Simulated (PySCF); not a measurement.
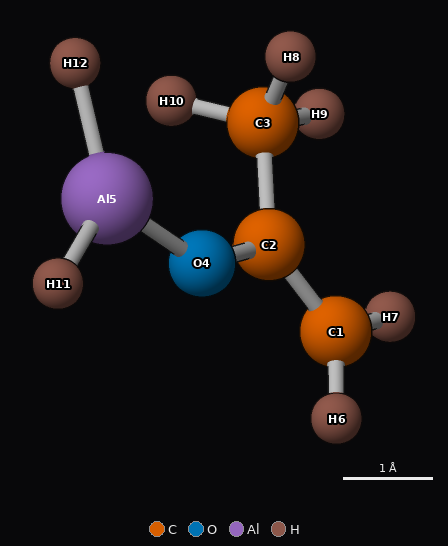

The input geometry of run 1 (ball-and-stick view, seen at a tilt; atoms are numbered from 1 in the order of the input). Sticks mark near contacts.

**Two runs on C$_{3}$H$_{7}$AlO**

System: C$_{3}$H$_{7}$AlO, SMILES C=C(C)[O][AlH2].
Method of run 1: GIAO PBE0/6-31G* NMR shielding, non-relativistic, gas phase (PySCF 2.14.0).

The geometry comes from this level: PBE0-D3(BJ)/def2-SVP. Text and figures count atoms from 1; the logs count them from 0 in places.

The input, run 1:
```
{"job": {"kind": "nmr", "xc": "PBE0", "basis": "6-31G*", "pop": true}, "charge": 0, "multiplicity": 1}
C     -1.383318    -1.403988    -0.538121
C     -0.503379    -0.405814    -0.382812
C     -0.877254     0.984071     0.030341
O      0.809586    -0.613376    -0.599524
Al     2.348206     0.131177    -0.633643
H     -1.045120    -2.395929    -0.842317
H     -2.446641    -1.239180    -0.362903
H     -0.572534     1.713999    -0.738776
H     -1.958339     1.081041     0.191570
H     -0.358178     1.266971     0.961776
H      3.545346    -0.832103    -0.991200
H      2.481251     1.678837    -0.319385
```

The first line tells a small driver script what to run in PySCF; the rest is the geometry in Å.

Launched with:
```bash
OMP_NUM_THREADS=1 python <driver script> task.json out
```

Hardware: 1 CPU thread, shared host.

Output (run 1):
```
coarse grid: 10312 points
cycle   1  E = -435.7697586505  dE =  3.816e-01  |g| = 7.032e-01  |ddm| = 3.013e+00
cycle   2  E = -435.5609714603  dE =  2.088e-01  |g| = 1.213e+00  |ddm| = 1.490e+00
cycle   3  E = -435.8714696986  dE = -3.105e-01  |g| = 1.401e-01  |ddm| = 1.044e+00
cycle   4  E = -435.8748248844  dE = -3.355e-03  |g| = 6.412e-02  |ddm| = 1.516e-01
cycle   5  E = -435.8757852301  dE = -9.603e-04  |g| = 2.191e-02  |ddm| = 7.269e-02
cycle   6  E = -435.8759121501  dE = -1.269e-04  |g| = 3.709e-03  |ddm| = 2.226e-02
cycle   7  E = -435.8759157859  dE = -3.636e-06  |g| = 3.500e-04  |ddm| = 3.429e-03
final grid: 94328 points
cycle   8  E = -435.8269861485  dE = -1.265e-05  |g| = 8.399e-03  |ddm| = 1.674e-02
cycle   9  E = -435.8269704281  dE =  1.572e-05  |g| = 1.236e-02  |ddm| = 1.510e-02
cycle  10  E = -435.8270013138  dE = -3.089e-05  |g| = 1.549e-03  |ddm| = 9.212e-03
cycle  11  E = -435.8270018860  dE = -5.722e-07  |g| = 1.772e-04  |ddm| = 1.519e-03
cycle  12  E = -435.8270018915  dE = -5.455e-09  |g| = 9.657e-05  |ddm| = 2.224e-04
cycle  13  E = -435.8270018938  dE = -2.285e-09  |g| = 2.237e-05  |ddm| = 1.008e-04
cycle  14  E = -435.8270018939  dE = -1.454e-10  |g| = 2.893e-06  |ddm| = 2.960e-05
converged SCF energy = -435.8270018939

GIAO shielding tensors (ppm)
atom      isotropic    diamagn.    paramagn.     s11        s22        s33       span
  0 C      102.178     260.179    -158.001     18.233    130.288    158.013    139.780
  1 C       45.584     243.819    -198.235    -56.986     75.290    118.447    175.433
  2 C      170.233     252.724     -82.491    154.654    164.214    191.831     37.178
  3 O      149.115     390.219    -241.104     40.617    109.749    296.979    256.363
  4 Al     441.576     796.616    -355.040    378.492    428.617    517.619    139.128
  5 H       27.718      30.576      -2.858     25.058     26.116     31.980      6.922
  6 H       27.979      31.008      -3.029     26.147     26.180     31.610      5.463
  7 H       30.212      30.486      -0.274     27.155     28.936     34.545      7.391
  8 H       30.239      30.543      -0.304     26.346     29.673     34.698      8.352
  9 H       30.266      31.121      -0.855     27.243     28.924     34.632      7.389
 10 H       26.876      28.482      -1.606     23.620     24.624     32.384      8.764
 11 H       26.589      28.967      -2.377     23.207     25.323     31.237      8.030
```

Run 2 used a changed input.

The two runs side by side:

| quantity | run 1 | run 2 |
| --- | --- | --- |
| outcome | converged | converged |
| total energy (hartree) | −435.827002 | −435.633250 |
| HOMO (eV) | −6.28 | −6.46 |
| LUMO (eV) | −1.16 | −1.20 |
| dipole moment (D) | 1.14 | 1.19 |
| shielding of C1 (ppm) | 102.2 | 100.2 |
| shielding of C2 (ppm) | 45.6 | 39.9 |
| shielding of Al5 (ppm) | 441.6 | 424.9 |
| shielding of H6 (ppm) | 27.7 | 27.0 |
| shielding of H7 (ppm) | 28.0 | 27.3 |
| shielding of H8 (ppm) | 30.2 | 29.6 |
| shielding of H9 (ppm) | 30.2 | 29.6 |
| SCF iterations | 14 | 14 |
| basis functions | 88 | 109 |
| wall time (shared host) | 6.6 s | 7.6 s |

What was changed in the input?

The change (lines with − go, lines with + come):
```diff
-"basis": "6-31G*"
+"basis": "def2-SVP"
```

The total energy of run 2 is 121.6 kcal/mol higher, which measures the change of basis and not a stability. The HOMO goes from −6.28 to −6.46 eV. The dipole moment goes from 1.14 to 1.19 D. Of all shieldings, the largest change is that of Al5, by −16.7 ppm. The number of SCF iterations is the same. The basis functions go from 88 to 109.

Output (run 2):
```
coarse grid: 10312 points
cycle   1  E = -435.4641473972  dE =  3.404e-01  |g| = 6.885e-01  |ddm| = 3.401e+00
cycle   2  E = -435.2717280776  dE =  1.924e-01  |g| = 1.180e+00  |ddm| = 1.623e+00
cycle   3  E = -435.5612211101  dE = -2.895e-01  |g| = 1.323e-01  |ddm| = 1.141e+00
cycle   4  E = -435.5641346785  dE = -2.914e-03  |g| = 6.375e-02  |ddm| = 1.595e-01
cycle   5  E = -435.5650985897  dE = -9.639e-04  |g| = 2.016e-02  |ddm| = 7.469e-02
cycle   6  E = -435.5652062074  dE = -1.076e-04  |g| = 3.628e-03  |ddm| = 2.200e-02
cycle   7  E = -435.5652096774  dE = -3.470e-06  |g| = 2.835e-04  |ddm| = 3.617e-03
final grid: 94328 points
cycle   8  E = -435.6332341020  dE = -1.606e-05  |g| = 8.608e-03  |ddm| = 2.239e-02
cycle   9  E = -435.6332156045  dE =  1.850e-05  |g| = 1.305e-02  |ddm| = 1.635e-02
cycle  10  E = -435.6332494835  dE = -3.388e-05  |g| = 1.492e-03  |ddm| = 1.048e-02
cycle  11  E = -435.6332500279  dE = -5.444e-07  |g| = 1.837e-04  |ddm| = 1.623e-03
cycle  12  E = -435.6332500338  dE = -5.855e-09  |g| = 9.845e-05  |ddm| = 2.394e-04
cycle  13  E = -435.6332500362  dE = -2.423e-09  |g| = 2.125e-05  |ddm| = 1.076e-04
cycle  14  E = -435.6332500363  dE = -1.359e-10  |g| = 2.836e-06  |ddm| = 3.194e-05
converged SCF energy = -435.6332500363

GIAO shielding tensors (ppm)
atom      isotropic    diamagn.    paramagn.     s11        s22        s33       span
  0 C      100.194     254.143    -153.949     12.425    128.798    159.359    146.933
  1 C       39.886     250.274    -210.388    -68.577     70.375    117.860    186.437
  2 C      170.638     248.490     -77.852    155.035    165.127    191.752     36.717
  3 O      149.420     392.789    -243.369     45.411    106.426    296.424    251.013
  4 Al     424.921     795.151    -370.230    346.533    421.447    506.784    160.251
  5 H       26.961      30.755      -3.794     24.140     25.346     31.398      7.258
  6 H       27.280      31.342      -4.061     25.196     25.629     31.016      5.820
  7 H       29.648      30.068      -0.420     26.517     28.201     34.226      7.710
  8 H       29.648      30.247      -0.600     25.722     28.805     34.416      8.693
  9 H       29.703      31.220      -1.516     26.614     28.185     34.310      7.695
 10 H       26.825      28.419      -1.594     23.549     24.759     32.166      8.617
 11 H       26.590      29.066      -2.476     23.306     25.507     30.957      7.650
```
